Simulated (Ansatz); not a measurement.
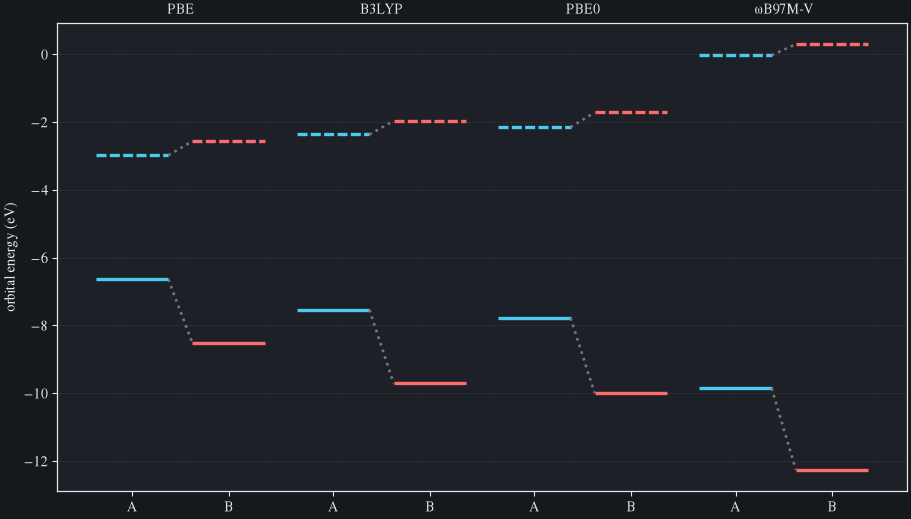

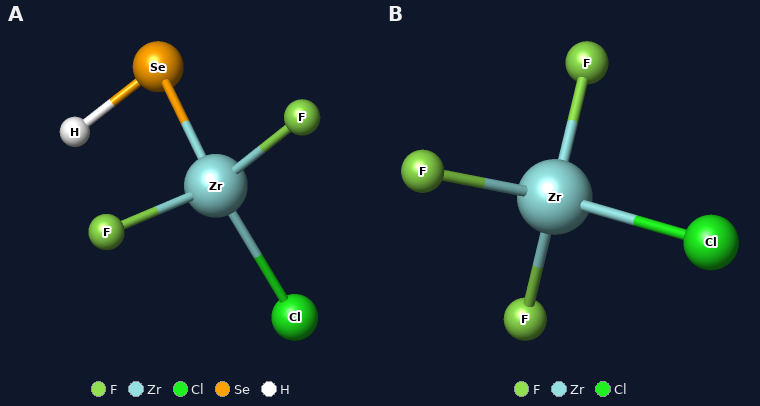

One change: A, ZrHSeClF₂ (SMILES [F][Zr]([F])([Cl])[SeH]), becomes B, ZrClF₃ (SMILES [F][Zr]([F])([F])[Cl]). SeH on Zr is replaced by F. HOMO (solid) and LUMO (dashed) computed in def2-TZVPP at PBE0-D4/def2-TZVP geometries, both minima by their frequencies, gas phase, the Ansatz code. Empty levels above zero depend strongly on the basis.

### What does the change do to HOMO and LUMO?

PBE: the HOMO falls by 1.88 eV, the LUMO rises by 0.42 eV, and the separation goes from 3.66 to 5.96 eV. B3LYP: the HOMO falls by 2.17 eV, the LUMO rises by 0.40 eV, and the separation goes from 5.17 to 7.75 eV. PBE0: the HOMO falls by 2.21 eV, the LUMO rises by 0.43 eV, and the separation goes from 5.63 to 8.28 eV. ωB97M-V: the HOMO falls by 2.41 eV, the LUMO rises by 0.32 eV, and the separation goes from 9.83 to 12.56 eV.

### Do the functionals agree on the effect?

They agree on the direction for both levels; the HOMO shift lies between −2.41 and −1.88 eV and the LUMO shift between 0.32 and 0.43 eV, while the separations themselves differ by up to 6.6 eV between functionals.

Caveats: core potentials past krypton.
